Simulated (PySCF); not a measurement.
# C$_{4}$H$_{7}$FO$_{2}$Si$_{2}$: what the fields show

```xyz
16

C    -1.4263    1.7505    0.4368
C    -0.8442    0.4125    0.1552
C     0.4532    0.1015    0.0203
O     1.5134    0.9990    0.1256
C     2.6963    0.4689   -0.0433
O     2.9333   -0.6904   -0.2719
Si    0.6143   -1.7578   -0.3488
Si   -1.6739   -1.2977   -0.1093
F    -2.5890   -1.2370   -1.4559
H    -0.6584    2.5205    0.4937
H    -1.9753    1.7250    1.3783
H    -2.1376    2.0107   -0.3469
H     3.4792    1.2370    0.0511
H     1.1107   -2.1093   -1.6773
H     1.2202   -2.5611    0.7107
H    -2.7236   -1.5634    0.8703
```

Geometry: GFN2-xTB.

Computed with PySCF 2.14.0, PBE0/pcSseg-1, SCF density, gas phase, non-relativistic.

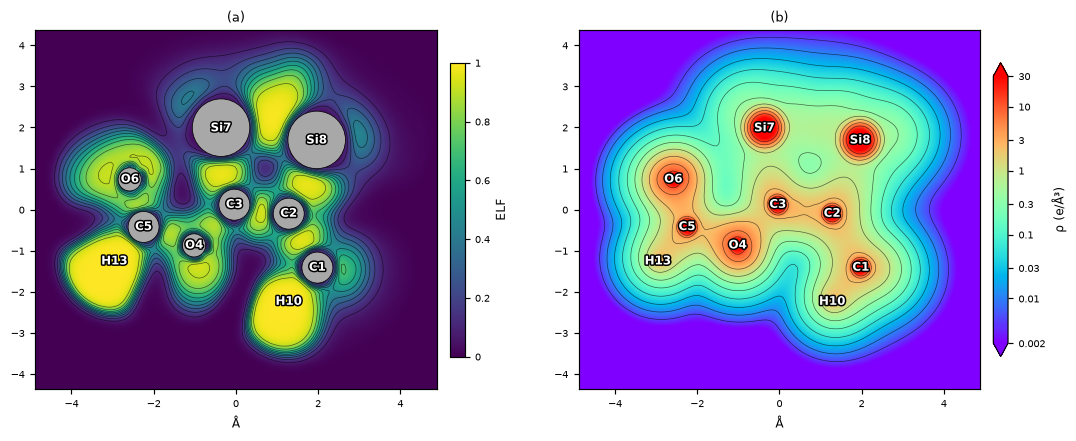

Figure 1. (a) electron localisation function; (b) electron density on the plane of atoms C3, Si7 and Si8. Grey discs cover the atomic cores in the ELF map.

> What do the fields say about this system?

The plane passes through C, O, Si and H nuclei. C–O (1.21 Å): ρ is about 3.3 e/Å³ halfway; the ELF peaks at about 0.85 between the atoms: a multiple bond. C–C (1.34 Å): the density is about 2.2 e/Å³ at the midpoint; the ELF peaks at about 0.95 between the atoms; a short, multiple covalent bond. C–Si (1.90 Å): ρ is about 0.91 e/Å³ halfway; the ELF peaks at about 0.95 between the atoms, as expected for localised, covalent bonding. Si–Si (2.35 Å): the density is about 0.61 e/Å³ at the midpoint; the ELF peaks at about 0.95 between the atoms (a shared electron pair). C–H (1.09 Å): ρ is about 2 e/Å³ halfway; the ELF climbs to about 1 towards the hydrogen, as it does in any bond to H (a covalent bond by its length). The ELF also peaks beside O4 and O6, away from the bonds: lone-pair regions.

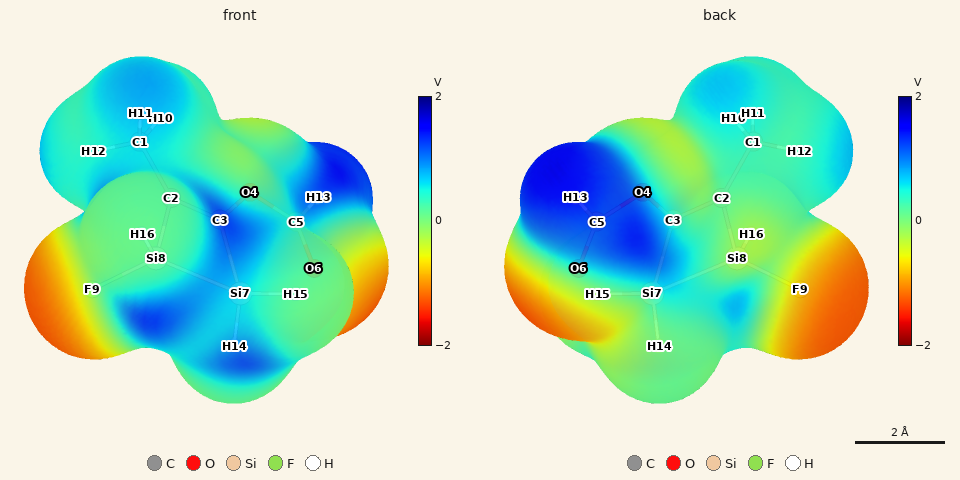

Figure 2. The electrostatic potential painted on the density surface at 0.002 e/bohr³, seen from the front and from behind; the colour scale runs from red (negative) to blue (positive).

> Where is the surface potential most negative and most positive?

The most negative region (about −1.3 V) lies over O6 and F9, the most positive (about +1.6 V) over H13.

> How polar is the molecule by this calculation?

Its dipole moment is 2.52 D.
